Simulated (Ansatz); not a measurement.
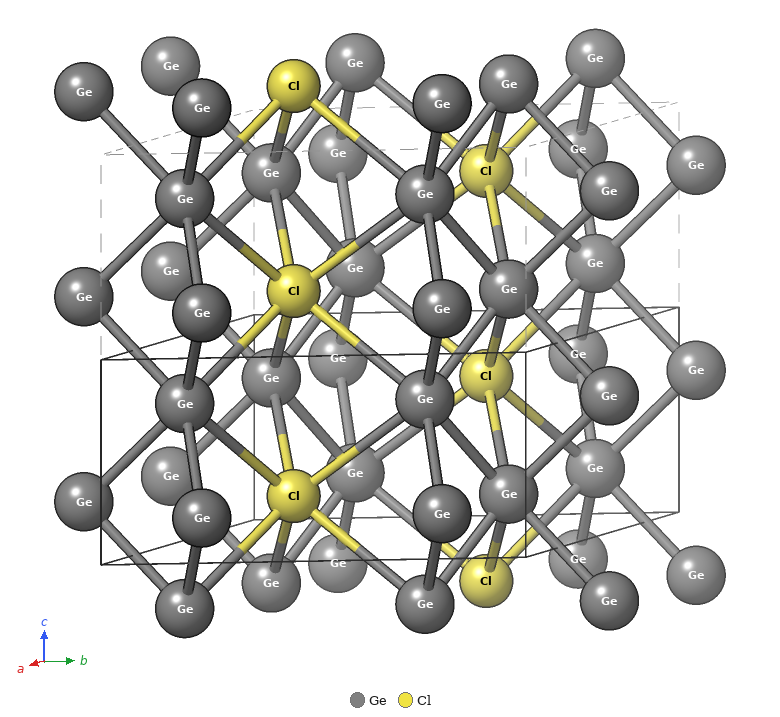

Ge3Cl (space group P6_3/mmc, No. 194). Coordinates: coordinates from a relaxation with DFT PBE, scalar-relativistic, plane waves, PAW in Ansatz 0.2.0; the starting structure was generated, so it need not be a known form of this composition.

Bonds are taken as Cl–Ge below 3.5 Å and Ge–Ge below 3 Å. Simplification: prune 0- and 1-connected atoms, fold 2-connected ones into links.

Q: What kind of net remains, and which atoms are its nodes?

A: A uninodal 6-connected, three-periodic net: Ge and Cl are 6-connected nodes.

Q: Name the underlying net.

A: It is the acs net, known from WC.

Q: Is the net interpenetrated?

A: It is a single net, without interpenetration.

Q: Give the point symbol of each node (shortest cycle at each angle).

A: Ge and Cl: 4⁹·6⁶.

The simplified net, drawn on the atoms' positions. Nodes are coloured by element. Short stubs are edges that leave the cut-out.

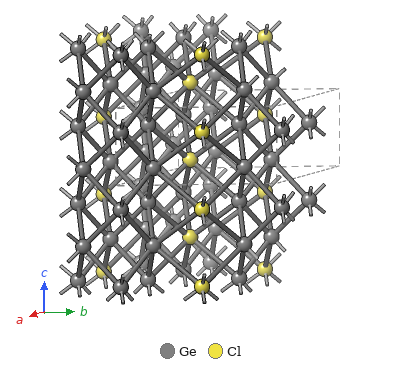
